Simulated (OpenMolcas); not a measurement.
Multiconfigurational calculation for Cu²⁺

- system: Cu²⁺, among 5 point charges of −2.6 e at 1.8 Å, square pyramid (C4v), axial distortion 1.13, whose field is part of the energies.
- method: state-averaged CASSCF, active space 9 electrons in the shell 3d, basis ANO-RCC-VTZP, DKH2 scalar Hamiltonian, spin-orbit coupling by RASSI with atomic mean-field integrals (OpenMolcas)

### Output (extracts)
```
--- SEWARD ---
Basis set label: CU.ANO-RCC...6S5P3D2F1G.

      Electronic valence basis set:
      ------------------
      Associated Effective Charge  29.000000 au
      Associated Actual Charge     29.000000 au
      Nuclear Model: Point charge

      Shell  nPrim  nBasis  Cartesian Spherical Contaminant
         s      21       6        X
         p      15       5        X
         d      10       3                 X
         f       6       2                 X
         g       4       1                 X
                  Relativistic Douglas-Kroll-Hess integrals:
                    - DKH order of Hamiltonian: 2
                    - DKH order of Properties : 0
                  Atomic mean-field integrals
--- RASSCF ---
Wave function specifications:
      -----------------------------

      Number of closed shell electrons          18
      Number of electrons in active shells       9
      Max number of holes in RAS1 space          0
      Max nr of electrons in RAS3 space          0
      Number of inactive orbitals                9
      Number of active orbitals                  5
      Number of secondary orbitals              45
      Spin quantum number                      0.5
      State symmetry                             1
Orbital specifications:
      -----------------------

      Symmetry species                           1
                                                 a
      Frozen orbitals                            0
      Inactive orbitals                          9
      Active orbitals                            5
      RAS1 orbitals                              0
      RAS2 orbitals                              5
      RAS3 orbitals                              0
      Secondary orbitals                        45
      Deleted orbitals                           0
      Number of basis functions                 59
      Number of CSFs                             5
      Number of root(s) required                 5
      Iter CI   SX   CI       RASSCF       Energy    max ROT     max BLB   max BLB  Level Ln srch  Step   QN
          iter iter root      energy       change     param      element    value   shift minimum  type update
 Nr of preliminary CI iterations:   1
      Total energies have been shifted. Add                -1000.00 au
        1   1   12    0  -659.61367125    0.00E+00   1.19E-01*  14  31 1  4.83E-01*  0.00   0.00    SX    NO
        2   1   13    0  -659.66660018   -5.29E-02* -7.63E-02    9  23 1  2.98E-01*  0.00   0.00    SX    NO
        3   1   12    0  -659.66803001   -1.43E-03*  6.76E-02   14  31 1  2.82E-01*  0.00   0.00    SX    NO
        4   1   13    0  -659.67427568   -6.25E-03*  6.92E-02    9  23 1  2.65E-01*  0.00   0.00    SX    NO
        5   1   12    0  -659.67331206    9.64E-04*  2.20E-02   13  30 1  2.68E-01*  0.00   0.50    LS   YES
        6   1   12    0  -659.71893867   -4.56E-02* -2.39E-02   12  29 1  9.70E-02*  0.00   1.57    SX   YES
        7   1   12    0  -659.72124439   -2.31E-03* -2.01E-02   13  30 1 -7.94E-02*  0.00   0.55    SX   YES
        8   1   11    0  -659.72231245   -1.07E-03* -1.77E-02   11  28 1  7.01E-02*  0.00   0.53    SX   YES
        9   1   12    0  -659.72311532   -8.03E-04*  1.59E-02   13  30 1 -6.14E-02*  0.00   0.53    SX   YES
       10   1   11    0  -659.72357396   -4.59E-04* -1.46E-02   13  30 1  5.67E-02*  0.00   0.52    SX   YES
        ...
       58   1   11    0  -659.72557579    7.36E-08*  4.27E-03   11  28 1  2.25E-02*  0.00   0.50    SX   YES
       59   1   10    0  -659.72588867   -3.13E-04* -1.23E-03   11  28 1 -9.13E-03*  0.00   0.71    QN   YES
       60   1    6    0  -659.72595092   -6.23E-05*  5.46E-06   13  35 1  3.24E-05   0.00   1.00    QN   YES
       61   1    4    0  -659.72595092   -7.73E-10  -5.94E-07    2  17 1 -2.74E-06   0.00   1.04    QN   YES
      Convergence after 61 iterations
       62   1    4    0  -659.72595092   -3.87E-12  -5.94E-07   13  30 1  4.62E-07   0.00   1.04    QN   YES
      Natural orbitals and occupation numbers for root  1
      sym 1:   2.000000   2.000000   2.000000   2.000000   1.000000
      Natural orbitals and occupation numbers for root  2
      sym 1:   1.000000   2.000000   2.000000   2.000000   2.000000
      Natural orbitals and occupation numbers for root  3
      sym 1:   2.000000   2.000000   1.000000   2.000000   2.000000
::    RASSCF root number  1 Total energy:  -1659.76779747
::    RASSCF root number  2 Total energy:  -1659.74378244
::    RASSCF root number  3 Total energy:  -1659.70861807
::    RASSCF root number  4 Total energy:  -1659.70477831
::    RASSCF root number  5 Total energy:  -1659.70477831
--- RASSI ---
SPIN-FREE ENERGIES:
  (Shifted by EMIN (a.u.) =      -1659.7677974722)

 SF State       Relative EMIN(au)   Rel lowest level(eV)    D:o, cm**(-1)      L_eff

     1             0.0000000000        0.0000000000              0.0000         2.0
     2             0.0240150339        0.6534823623           5270.6907         2.0
     3             0.0591793976        1.6103534465          12988.3765         2.0
     4             0.0630191600        1.7148387033          13831.1069         2.0
     5             0.0630191600        1.7148387033          13831.1069         2.0
     Dipole printing threshold changed to   1.00000000E+00

++ Dipole transition strengths (spin-free states):
   -----------------------------------------------
     for osc. strength at least  1.00000000E+00

  ( Max oscillator strength is only    6.5096555312744699E-032 )
--
Eigenvalues of complex Hamiltonian:
   -----------------------------------
  (Shifted by EMIN (a.u.) =      -1659.7677974722)

 SO State       Relative EMIN(au)   Rel lowest level(eV)    D:o, cm**(-1)     J-value

     1            -0.0006780464        0.0000000000              0.0000         1.2
     2            -0.0006780464        0.0000000000              0.0000         1.2
     3             0.0243704449        0.6816041722           5497.5084         1.2
     4             0.0243704449        0.6816041722           5497.5084         1.2
     5             0.0566918753        1.5611150978          12591.2424         2.4
     6             0.0566918753        1.5611150978          12591.2424         2.4
     7             0.0615252130        1.6926369176          13652.0374         1.8
     8             0.0615252130        1.6926369176          13652.0374         1.8
     9             0.0673232647        1.8504099427          14924.5627         1.5
    10             0.0673232647        1.8504099427          14924.5627         1.5
Weights of the five most important spin-orbit-free states for each spin-orbit state.

 SO State  Total energy (au)           Spin-free states, spin, and weights
 -------------------------------------------------------------------------------------------------------
    1        -0.000678       1 0.5  0.9763    2 0.5  0.0224    4 0.5  0.0007    5 0.5  0.0007    3 0.5  0.0000
    2        -0.000678       1 0.5  0.9763    2 0.5  0.0224    5 0.5  0.0007    4 0.5  0.0007    3 0.5  0.0000
    3         0.024370       2 0.5  0.9721    1 0.5  0.0214    5 0.5  0.0032    4 0.5  0.0032    3 0.5  0.0000
    4         0.024370       2 0.5  0.9721    1 0.5  0.0214    5 0.5  0.0032    4 0.5  0.0032    3 0.5  0.0000
    5         0.056692       3 0.5  0.7660    4 0.5  0.1170    5 0.5  0.1170    2 0.5  0.0000    1 0.5  0.0000
    6         0.056692       3 0.5  0.7660    4 0.5  0.1170    5 0.5  0.1170    1 0.5  0.0000    2 0.5  0.0000
    7         0.061525       5 0.5  0.4961    4 0.5  0.4961    2 0.5  0.0055    1 0.5  0.0023    3 0.5  0.0000
    8         0.061525       4 0.5  0.4961    5 0.5  0.4961    2 0.5  0.0055    1 0.5  0.0023    3 0.5  0.0000
    9         0.067323       4 0.5  0.3830    5 0.5  0.3830    3 0.5  0.2340    2 0.5  0.0000    1 0.5  0.0000
   10         0.067323       5 0.5  0.3830    4 0.5  0.3830    3 0.5  0.2340    2 0.5  0.0000    1 0.5  0.0000
 -------------------------------------------------------------------------------------------------------
```

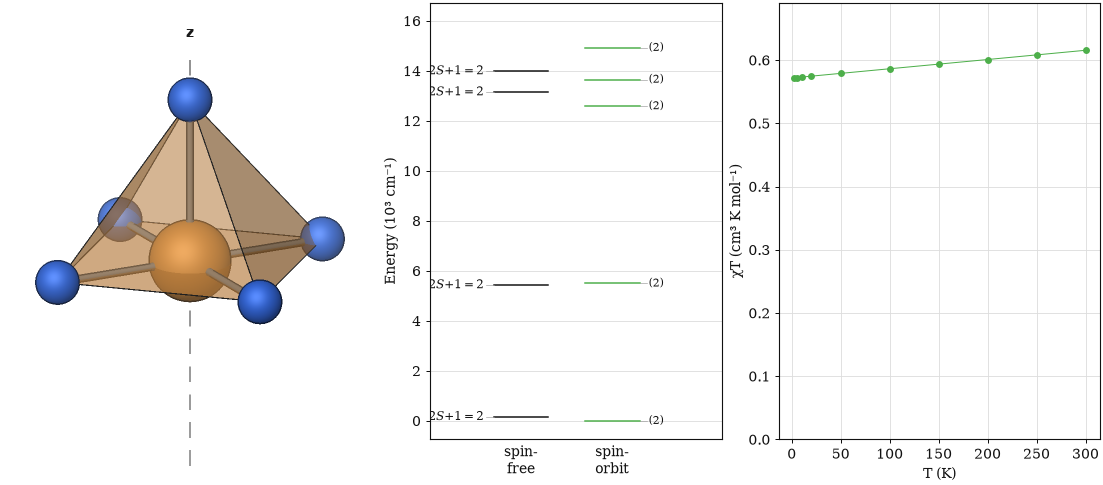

Cu²⁺ (3d⁹) among 5 point charges of −2.6 e at 1.8 Å, arranged as: square pyramid (C4v), axial distortion 1.13, with its levels and susceptibility. Labels give the representation in O, Td, D4 or D3 as the site allows (double group for half-integer spin) where it could be assigned and, in brackets, the degeneracy; spin-free states, where drawn, share the zero of the spin-orbit levels. Powder susceptibility by Van Vleck's formula. The ground level is a Kramers doublet, 100 % from states of spin multiplicity 2. Its principal g values are 2.03, 2.03 and 3.17. The next level lies at 5,500 cm⁻¹. χT is 0.572 cm³ K mol⁻¹ at 2 K and 0.616 at 300 K, an effective moment of 2.22 μB.

### Input file
```
&GATEWAY
Coord
1

Cu 0.0 0.0 0.0
Basis=ANO-RCC-VTZP
Group=NoSym
NoMove
AngMom=0.0 0.0 0.0
AMFI
XField
5 Angstrom 0
1.800000 0.000000 0.000000 -2.600000
0.000000 1.800000 0.000000 -2.600000
-1.800000 0.000000 0.000000 -2.600000
0.000000 -1.800000 0.000000 -2.600000
0.000000 0.000000 2.034000 -2.600000
&SEWARD
&RASSCF
FileOrb=start.orb
Symmetry=1
Spin=2
nActEl=9 0 0
Inactive=9
Ras2=5
CIRoot=5 5 1
SDav=5
CIMx=300
Iter=120 100
PrWF=0.3
OrbListing=Nothing
MaxOrb=0
SupSym
1
15 10 11 12 13 14 27 28 29 30 31 32 33 34 35 36
>>> COPY $Project.JobIph JOB001
&RASSI
NrOfJobIphs=1 5
1 2 3 4 5
IphNames
JOB001
EJob
SpinOrbit
DIPRint=1.0
SOCoupling=1000.0
Subsets=2
Property=9
'ANGMOM' 1 'ANGMOM' 2 'ANGMOM' 3 'MLTPL  1' 1 'MLTPL  1' 2 'MLTPL  1' 3
'AMFI' 1 'AMFI' 2 'AMFI' 3
SOProperty=3
'ANGMOM' 1 'ANGMOM' 2 'ANGMOM' 3
```

The file start.orb holds starting orbitals from an earlier step. A driver script formed the levels outside the program, from RASSI's spin-orbit matrix and the active-space energies, averaged over the components of each term or state.

Launched with:
```bash
OMP_NUM_THREADS=1 MOLCAS_MEM=1689 MOLCAS_PROJECT=a pymolcas a.inp > a.log  # once for each step of the input, in one work folder
```

### Summary

| quantity | value |
| --- | --- |
| outcome | converged |
| energy of the lowest spin-free term | −1659.76780 hartree |
| energy of the lowest spin-orbit level | −1659.76848 hartree |
| largest spread among components of a term | 0.0 cm⁻¹ |
| hardware | 1 thread of Arm Neoverse V2, 64 GiB of memory available, shared host |
| wall time | 5.1 s |

### Notes

Without dynamic correlation the splittings between terms come out too large, often by 20 to 50 %. Caveats: point charges lack covalency, field too small at true ligand charges.
